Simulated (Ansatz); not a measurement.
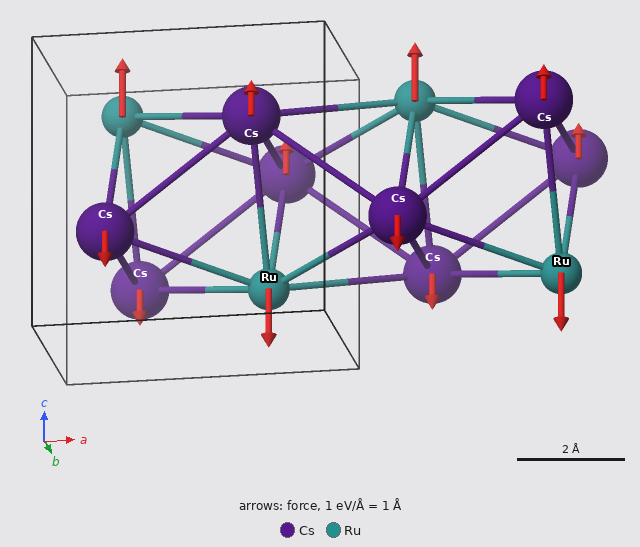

Starting geometry of solid CsRu (built on the AuCd (B19)_51 type) (coarse preliminary run) with the computed forces as red arrows. The picture is a ball-and-stick view of the cell of the calculation, repeated 2 × 1 × 1 with one cell outlined, seen from a free direction.

Case: AuCd (B19) type (Pmma, No. 51).

These are results of Ansatz, DFT PBE, scalar-relativistic, plane waves, PAW, not measurements.

The input:
```yaml
crystal:
  lattice:
    - [5.5777935344, 0.0, 0.0]
    - [0.0, 3.6911868977, 0.0]
    - [0.0, 0.0, 5.6949740708]
  atoms:
    - { symbol: Cs, position: [0.75, 0.0, 0.687] }
    - { symbol: Cs, position: [0.25, 0.0, 0.313] }
    - { symbol: Ru, position: [0.75, 0.5, 0.188] }
    - { symbol: Ru, position: [0.25, 0.5, 0.812] }
basis:
  ecutwfc: 420
kpoints:
  mp_grid: { grid: [4, 6, 4] }
hamiltonian:
  xc: pbe
scf:
  occupations: { method: gaussian, width: 0.1 }
  lower_state_search: "off"
output:
  forces: true
  stress: true
  eigenvalues: true
relax:
  adjacent_minimum: "off"
  f_tol: 0.04
  max_steps: 70
  cell: { stress_tol: 0.4 }
```

Command:
```bash
ansatz run input.yaml --threads 1 --pin off --max-ram 2560MiB --backend cpu --events-out ev --progress --plain --runs-dir out
```

**Is this structure relaxed? If not, where do the atoms go?**

It isn't relaxed: the largest force vector, on Ru atoms, is 1.15 eV/Å. The atoms end up moving mostly along the starting forces (cosine between the two patterns 0.99). After 28 accepted moves (32 points after the start) the energy has fallen by 1190 meV per atom. The largest force component goes from 1.2 to 0.015 eV/Å. The pressure goes from −2.62 to −0.02 GPa. The SCF was repeated 4 times at an unchanged geometry on a basis and grid sized afresh for the cell, which shifted the energy by 75.5 meV per atom at most. The largest moves relative to the cell, 1.63 Å, are those of Ru3 and Ru4. Ru3 goes along −c. By element the largest moves are Ru 1.63 Å, Cs 0.64 Å. The volume changes by +32.7 %, with a 5.578 → 4.221 Å (−24.3 %), b 3.691 → 3.298 Å (−10.7 %), c 5.695 → 11.176 Å (+96.2 %). Among the contacts that change: Cs1–Ru3 3.389 → 8.023 Å, Cs1–Cs2 3.509 → 5.862 Å, Ru3–Ru4 3.516 → 2.311 Å, Cs1–Cs1 3.691 → 3.298 Å. Bonds break: Cs1–Cs2 (3.51 → 5.86 Å), Cs1–Ru3 (3.39 → 8.02 Å), Cs2–Ru4 (3.39 → 8.02 Å). The space group stays Pmma (No. 51). Cost: 3.7 min on 1 thread of Arm Neoverse V2, on a shared host, peak memory 0.47 GiB.
